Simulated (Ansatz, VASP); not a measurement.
# Cross-check of BN (Qingsongite) between VASP and Ansatz, part 2 of 2

One calculation is typed for both programs; each brings its own data sets. How far apart do they land? The cell is taken from a series of VASP runs on this material, whose earlier steps may have relaxed, scaled or displaced it; both programs get it as it stands. Valence electrons are named where the data sets of a main pair hold unlike numbers.

VASP 6.6.1 and Ansatz 0.2.0.

So far: The starting structure; VASP: band structure, PBE0.

## 3. Ansatz: band structure, PBE0

Level of this step: Ansatz beside VASP: Kohn-Sham DFT, plane waves, PBE0 (Ansatz).

Ansatz runs on its default PAW (the set named soft_2) files.

The same cell, functional, mesh and smearing now go to Ansatz, which takes its cutoff from its data sets.

input.yaml

```yaml
crystal:
  lattice:
    - [0.0, 1.8075, 1.8075]
    - [1.8075, 0.0, 1.8075]
    - [1.8075, 1.8075, 0.0]
  atoms:
    - { symbol: "N", position: [0.75, 0.75, 0.75] }
    - { symbol: B, position: [0.0, 0.0, 0.0] }
hamiltonian:
  xc: pbe0
  pseudopotentials: { kind: paw }
kpoints:
  mp_grid: { grid: [7, 7, 7] }
  band_path:
    path:
      - [0.0, 0.0, 0.0]
      - [0.5, 0.0, 0.5]
      - [0.5, 0.22222, 0.72222]
      - [0.40278, 0.34722, 0.75]
      - [0.125, 0.125, 0.25]
      - [0.27778, 0.27778, 0.27778]
      - [0.55556, 0.38889, 0.55556]
      - [0.58333, 0.25, 0.66667]
      - [0.5, 0.30556, 0.69444]
      - [0.48611, 0.48611, 0.52778]
      - [0.625, 0.25, 0.625]
      - [0.5, 0.0, 0.5]
    npoints: 1
scf:
  occupations: { method: gaussian, width: 0.03 }
  n_extra_bands: 7
output:
  forces: true
  stress: true
  eigenvalues: true
```

Started as:

```console
> ansatz run input.yaml --threads 4 --pin off --max-ram 9216MiB --backend cpu --events-out ev --progress --plain --runs-dir out
```

Numbers of over 12 decimals in the logs are rounded to 6 here.

The log of the run:

```text
Warning: output.stress: scf.convergence.dr2_threshold = 1e-7 eV (the SCF's general default) is looser than the 2e-10 eV advised for a printed stress (1e-10 eV for each atom of the cell: 2). What an SCF threshold leaves in a stress goes as its square root, and in the free energy as the threshold itself, and one threshold admits the most on a small cell: [figures from the program's tests cut] Set scf.convergence.dr2_threshold to 2e-10 eV or tighter. The threshold is an SCF's pass mark: one that does not reach it within its budget of iterations ends unconverged, or closes short of it on a stop that the run arms, and scf.convergence.dr2_threshold's page says what that costs each kind of run
Warning: output.stress: scf.exx.energy_threshold = 1e-6 eV is looser than the 2e-8 eV advised for a stress under a hybrid functional (1e-8 eV for each atom of the cell: 2). Every SCF of the exchange loop can meet its threshold on dr2 while the loop round them stops early: no threshold on dr2 bounds what that leaves in the stress. Set scf.exx.energy_threshold to 2e-8 eV or tighter. The threshold is the loop's pass mark: a loop that does not reach it within its budget of cycles ends unconverged, and scf.exx.energy_threshold's page has the law
scf.n_extra_bands = 7 over 4 filled bands (N_el = 8.0): the run solves 11 bands
Engine: ansatz 0.2.0, aarch64-unknown-linux-gnu
Pseudopotentials: kind: paw
Pseudopotential: N, paw, valence charge 5, recommended cutoff 420 eV (normal), N.paw.azcp
Pseudopotential: B, paw, valence charge 3, recommended cutoff 420 eV (normal), B.paw.azcp
Functional definition: PBE0
  parameter a = 0.25
  parameter kappa = 0.804
  parameter beta = 0.066725
  exchange = (1 - a)*pbe_x(kappa = kappa, mu = beta*pi^2/3) + a*exact_x
  correlation = pbe_c(beta = beta)
Crystal: 2 atoms, lattice volume = 11.810 Å³
Basis set: ecut = 420 eV, 259 PW (Γ), exchange–correlation on 36×36×36 points (8 copies of the dense FFT grid, shifted against one another)
Bands: 11, of which v1, the nominal top of the filled ones, is band 4 counted from 1 (3 counted from 0)
Symmetry: 24 space group operations
Space group: F-43m (ITA 216), of the structure as read, at distance tolerance 2.3e-5 Å
k-points: 20 of 343 (time reversal used)
Non-local potential: N, projectors of the file, l = 0: 2, l = 1: 2, l = 2: 1
Non-local potential: B, projectors of the file, l = 0: 2, l = 1: 2, l = 2: 1
PAW form: soft (Blöchl's): semilocal exchange-correlation on the pseudo side does not see the compensation charge
PAW frozen core: N, regenerated for the run's functional, and the local potential with it (the file was generated under x = pbe(κ = 0.804, μ = 0.219515), c = pbe(β = 0.066725))
PAW frozen core: B, regenerated for the run's functional, and the local potential with it (the file was generated under x = pbe(κ = 0.804, μ = 0.219515), c = pbe(β = 0.066725))
PAW one-centre angular grid: N, 110 points (default); XC on 64 Gauss nodes
PAW one-centre angular grid: B, 110 points (default); XC on 64 Gauss nodes
Initial density: superposition of atomic densities (neutral atoms: chi_scale 0, normalization atom), corrected by the library's trained network
Initial wavefunctions: pseudopotential atomic-orbital guess
Functional: x = pbe(κ = 0.804, μ = 0.219515), c = pbe(β = 0.066725), warm-up for x = 0.75 pbe(κ = 0.804, μ = 0.219515) + 0.25 exact, c = pbe(β = 0.066725)
SCF iter   1: F=—  HF=-542.273627 eV  |F-HF|=—  |Δ(HF+E_count)|=         —  Δρ=1.59e-3  dr2=1.46e-4  ethr=1.77e-3  ⟨swp⟩=2.0  Hψ=1451  notcnv=0
preconditioner: auto → none  [insulator: Δε(μ)=4.724 eV  Ē_g=25.340 eV  σ=0.030 eV  W_gap=1.00  n_scr=0 (ndim 8)  ℏωp=30.6 eV  f_vac=0.000  D(μ)=0.00/eV (n_scr^D=0)]
SCF iter   2: F=-542.273826 eV  HF=-542.273776 eV  |F-HF|=5.01e-5  |Δ(HF+E_count)|=   1.49e-4  Δρ=8.11e-4  dr2=3.46e-5  ethr=1.82e-6  ⟨swp⟩=2.3  Hψ=314  notcnv=0  defer=4
SCF 1 stopped early in 2 iterations: F = -542.273826 eV  dr2 = 3.46e-5
  greatest PAW one-centre occupation: 0.787 electrons in one spin orbital (limit 2), on the N atom at site 0 (counted from 0), in its partial waves of l = 0
Initial density: handed on by an earlier stage of this run
Initial wavefunctions: those handed on with the density
Functional: x = 0.75 pbe(κ = 0.804, μ = 0.219515) + 0.25 exact, c = pbe(β = 0.066725)
Frozen-core exchange: fock
SCF iter   1: F=—  HF=-542.562907 eV  |F-HF|=—  |Δ(HF+E_count)|=         —  Δρ=9.18e-3  dr2=5.23e-3  ethr=4.32e-6  ⟨swp⟩=5.0  Hψ=940  notcnv=0
preconditioner: auto → none  [insulator: Δε(μ)=6.790 eV  Ē_g=28.908 eV  σ=0.030 eV  W_gap=1.00  n_scr=0 (ndim 8)  ℏωp=30.6 eV  f_vac=0.000  D(μ)=0.00/eV (n_scr^D=0)]
SCF iter   2: F=—  HF=-542.560952 eV  |F-HF|=—  |Δ(HF+E_count)|=   1.95e-3  Δρ=4.29e-3  dr2=9.22e-4  ethr=4.32e-6  ⟨swp⟩=3.0  Hψ=501  notcnv=0
SCF iter   3: F=—  HF=-542.563232 eV  |F-HF|=—  |Δ(HF+E_count)|=   2.28e-3  Δρ=1.59e-3  dr2=2.37e-4  ethr=4.32e-6  ⟨swp⟩=3.0  Hψ=354  notcnv=0
iter 4 solved again at ethr=9.27e-8 eV; its pass at ethr=2.88e-6 eV (dr2=7.41e-6 eV) is discarded
SCF iter   4: F=—  HF=-542.563155 eV  |F-HF|=—  |Δ(HF+E_count)|=   7.75e-5  Δρ=2.95e-4  dr2=1.07e-5  ethr=9.27e-8  ⟨swp⟩=2.0  Hψ=623  notcnv=0
SCF iter   5: F=-542.563174 eV  HF=-542.563176 eV  |F-HF|=1.05e-6  |Δ(HF+E_count)|=   2.05e-5  Δρ=1.50e-4  dr2=2.24e-6  ethr=9.27e-8  ⟨swp⟩=2.0  Hψ=301  notcnv=0
SCF 2 stopped early in 5 iterations: F = -542.563174 eV  dr2 = 2.24e-6
  greatest PAW one-centre occupation: 0.789 electrons in one spin orbital (limit 2), on the N atom at site 0 (counted from 0), in its partial waves of l = 0
hybrid outer 1: dexx = +2.675e-3 eV, tail = 1.07e-5 eV
Frozen-core exchange: fock
SCF iter   1: F=—  HF=-542.563215 eV  |F-HF|=—  |Δ(HF+E_count)|=         —  Δρ=9.04e-5  dr2=6.76e-7  ethr=6.71e-7  ⟨swp⟩=3.7  Hψ=590  notcnv=0
preconditioner: auto → none  [insulator: Δε(μ)=6.828 eV  Ē_g=28.902 eV  σ=0.030 eV  W_gap=1.00  n_scr=0 (ndim 8)  ℏωp=30.6 eV  f_vac=0.000  D(μ)=0.00/eV (n_scr^D=0)]
SCF iter   2: F=—  HF=-542.563215 eV  |F-HF|=—  |Δ(HF+E_count)|=   1.68e-7  Δρ=1.04e-5  dr2=2.43e-8  ethr=8.18e-9  ⟨swp⟩=3.0  Hψ=344  notcnv=0
SCF iter   3: F=-542.563215 eV  HF=-542.563215 eV  |F-HF|=2.41e-9  |Δ(HF+E_count)|=   7.51e-8  Δρ=7.68e-6  dr2=3.50e-9  ethr=8.22e-11  ⟨swp⟩=3.2  Hψ=472  notcnv=0
SCF 3 converged in 3 iterations: F = -542.563215 eV  dr2 = 3.50e-9
  Residual-converged pass: ⟨swp⟩=2.5  Hψ=326  notcnv=0  max |occ|·‖R‖ = 2.3e-6 eV (tolerance 2.4e-6 eV)  dr2=3.49e-9  dr2_onsite=5.48e-10  max |Δocc| = 0.0e0
  greatest PAW one-centre occupation: 0.790 electrons in one spin orbital (limit 2), on the N atom at site 0 (counted from 0), in its partial waves of l = 0
hybrid outer 2: dexx = +1.256e-7 eV, tail = 1.07e-8 eV, Δε = 3.38e-3 eV (about 1.41e-4 eV left of the loop's levels)
NSCF: frozen V_eff on 12 k-points
hybrid SCF converged: 2 outer / 8 inner (+2 warm-up), last move |dexx| = 1.26e-7 eV, tail = 1.07e-8 eV
Stability not checked: this state was not tested for a lower state beside it, because the functional holds exact exchange (a hybrid, or Hartree-Fock), whose exchange loop this test does not read (fock_operator; see scf.lower_state_search)
Free energy (F): -542.563215 eV
Frozen-core exchange: fock
Harris-Foulkes:  -542.563215 eV  (|F-HF|=2.41e-9)
Internal energy: -542.563215 eV  (E = F + TS)
E sigma→0 (E₀):  -542.563215 eV
Fermi energy:    13.346577 eV
--- Per-component energies (eV) ---
  E_band       = 10.496364
  E_kinetic    = 185.634649
  E_local      = -174.312577  (includes V_loc(G=0)·N_el)
  E_nonlocal   = 55.528653
  E_hartree    = 49.119868
  E_xc         = -72.517392
  E_vxc        = -90.113238  (∫ρ·V_xc dr)
  E_exx        = -22.878527  (= α·E_x^exact, valence–valence)
  E_paw        = -204.719127  (= ΣΔE_a)
  E_vpaw       = -18.724413  (= ΣTr[D̂ρ^β])
  E_aug_tail   = 0.000103  (compensation charges beyond the density's cutoff)
  E_ewald      = -358.384650
  E_core_change = -0.034215  (= ΣΔE_core)
  E_smearing   = -0.000000  (= −TS)
  E_closure    = 0.000000  (closes the sum)
  Σ components = -542.563215   (vs F -542.563215, Δ=-1.14e-13)
--- Forces (eV/Å), atoms counted from 1 ---
  atom   1  N      0.00000000     0.00000000     0.00000000
  atom   2  B     -0.00000000     0.00000000    -0.00000000
  max |Σ_I F_I| component: 5.00e-16 eV/Å
--- Stress (GPa, compression-positive) ---
       -6.031341       0.000000      -0.000000
        0.000000      -6.031341       0.000000
       -0.000000       0.000000      -6.031341
  P = ⅓ Tr σ = -6.0313 GPa (-60.313 kbar)
--- Band table (eV; the first three rows and the last of 20) ---
  k-point 0: bands = [-12.2027, 9.9333, 9.9333, 9.9333, 21.2676, 21.2676, 21.2676, 22.8197, ... 3 higher]
  k-point 1: bands = [-11.6704, 7.3832, 9.4188, 9.4188, 21.6720, 22.0400, 22.0400, 24.4683, ... 3 higher]
  k-point 2: bands = [-10.1486, 2.7944, 8.4923, 8.4923, 22.1751, 23.0799, 23.0799, 26.8592, ... 3 higher]
  k-point 19: bands = [-6.0637, 1.2354, 1.8278, 4.4256, 21.1478, 25.8120, 27.4871, 28.7376, ... 3 higher]
```

It took 19 s on 4 threads of Arm Neoverse N1, shared host; peak memory 0.52 GiB.

In the SCF lines HF is the Harris–Foulkes energy and dr2 the Hartree energy of the density residual, in eV; the loop may stop once dr2 is under the threshold and the program's other checks hold. Hψ counts applications of the Hamiltonian.

## 4. Differences

Known differences besides the potentials themselves: exact exchange at q = 0 is treated differently, which shows on coarse meshes; VASP keeps PBE cores, Ansatz makes them for the functional; the cutoff is 420 eV in Ansatz and 460 eV in VASP; VASP takes a coarser grid for exact exchange (PRECFOCK = Fast). Total energies have different zeros and are not compared.

Compared:

| quantity | Ansatz | VASP | difference |
| --- | --- | --- | --- |
| gap over the path points (eV) | 6.553 | 6.537 | +0.016 |

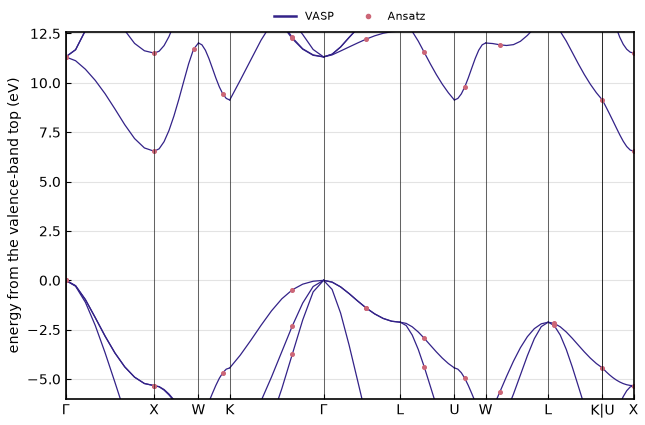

Bands from VASP (lines) and levels from Ansatz (dots). Dots without a line are higher empty bands that the VASP plot leaves out.

Levels at points of the path, from each program's valence-band top (eV; 3 filled, then empty):

| k (reciprocal lattice) | Ansatz | VASP |
| --- | --- | --- |
| 0.000 0.000 0.000 | 0.00 0.00 0.00 11.33 11.33 11.33 | 0.00 0.00 0.00 11.31 11.31 11.31 |
| 0.500 0.000 0.500 | -9.80 -5.33 -5.33 6.55 11.52 21.25 | -9.81 -5.33 -5.33 6.54 11.51 21.25 |
| 0.500 0.222 0.722 | -8.50 -7.42 -6.96 11.71 16.36 16.47 | -8.51 -7.42 -6.97 11.71 16.35 16.47 |
| 0.403 0.347 0.750 | -8.90 -8.25 -4.67 9.45 15.54 18.50 | -8.91 -8.26 -4.68 9.44 15.54 18.49 |
| 0.125 0.125 0.250 | -3.74 -2.31 -0.48 12.26 12.30 13.14 | -3.74 -2.31 -0.48 12.24 12.29 13.13 |
| 0.278 0.278 0.278 | -6.88 -1.39 -1.39 12.22 13.11 13.11 | -6.89 -1.40 -1.40 12.21 13.10 13.10 |
| 0.556 0.389 0.556 | -11.01 -4.38 -2.93 11.55 14.92 15.14 | -11.02 -4.39 -2.94 11.54 14.92 15.13 |
| 0.583 0.250 0.667 | -8.86 -8.18 -4.96 9.81 15.60 18.12 | -8.87 -8.19 -4.96 9.80 15.59 18.12 |
| 0.500 0.306 0.694 | -9.15 -7.32 -5.68 11.94 15.02 17.83 | -9.16 -7.33 -5.69 11.93 15.02 17.83 |
| 0.486 0.486 0.528 | -11.62 -2.29 -2.18 12.72 13.22 13.44 | -11.63 -2.29 -2.18 12.72 13.20 13.41 |

Among the levels compared at these points, filled levels agree within 12 meV and empty ones within 21 meV.

## 5. Outcome

```
largest difference of a filled level at the path points (band structure, PBE0) : 12 meV
```

In words: The largest difference of a filled level at the path points is 12 meV (band structure, PBE0), within the 80 meV picked in this series as the mark of a large difference. How closely two codes agree says nothing of how well the functional describes the real material.

[Lines on the potential files, build, host, timing and source positions are cut from VASP's logs without a mark.]

[Logs are printed without paths, hosts, clocks, repeated set-up lines and the standing remarks that a program may print on its own settings, such as how far it seeks lower states.]

[Hosts, paths, dates, database ids (printed as entryN), source tags and the programs' standing remarks are cut or masked in the printed files.]
